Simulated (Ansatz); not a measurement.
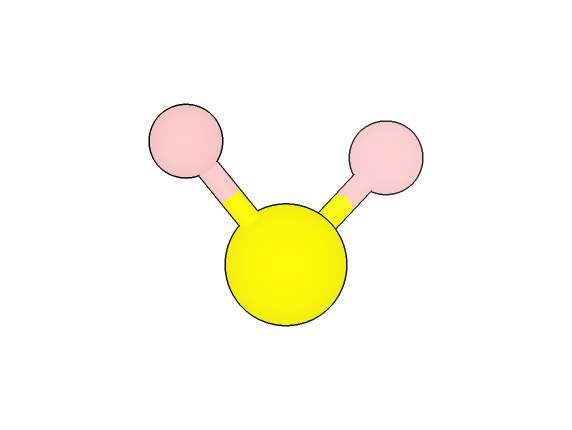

A ball-and-stick model of a molecule. Colours: sulfur yellow, hydrogen pink.

What does the picture show?

It has 3 atoms: 2 hydrogen and 1 sulfur (H₂S). The point group is C2v. Coordination: 1 S bent.

More results for the same structure follow; atom numbers are the same in all pictures, views and colours differ. The geometry was computed by an optimisation with PBE0-D4/def2-TZVP.

### Geometry

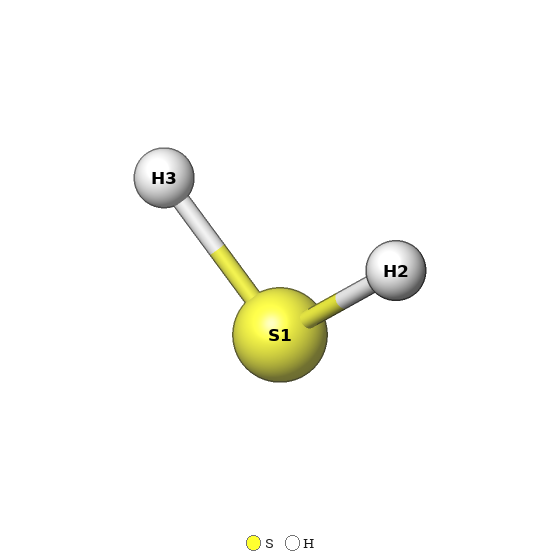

What are the angles H2–S1–H3?

| angle | degrees |
| --- | --- |
| H2–S1–H3 | 92.3 |

### Electronic properties

Properties computed with RKS PBE0-D4/def2-TZVPP (Ansatz 0.2.0).

Give the HOMO–LUMO gap at this level.

Answer. 8.09 eV.

What is the HOMO energy (Kohn–Sham orbital)?

Answer. −7.49 eV.

### Vibrations

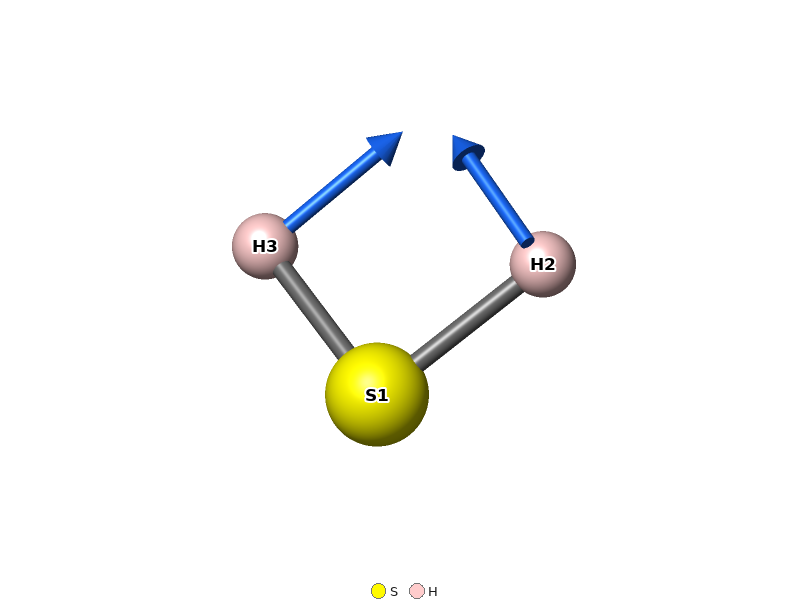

The arrows show one normal mode. Harmonic vibrations computed with RKS PBE0-D4/def2-TZVP (Ansatz 0.2.0) at a stationary point of the same level.

What kind of motion is it?

Answer. Mostly H–S–H bending.

At what wavenumber does it lie?

Answer. 1209 cm⁻¹; it is mode 1 of 3 counted from the lowest.

### Dipole moment

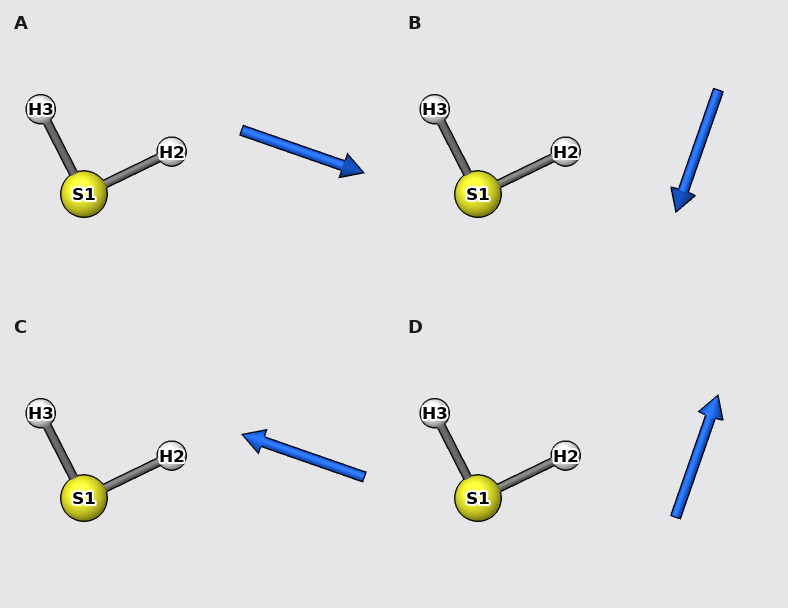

The same molecule four times, each with an arrow. Method: RKS PBE0-D4/def2-TZVP (Ansatz 0.2.0).

Which arrow points along the dipole moment, from the negative to the positive end?

Answer. D. The dipole moment is 1.16 D; it points from the side of S1 to the side of H2, H3 (the outermost atoms at the two ends).
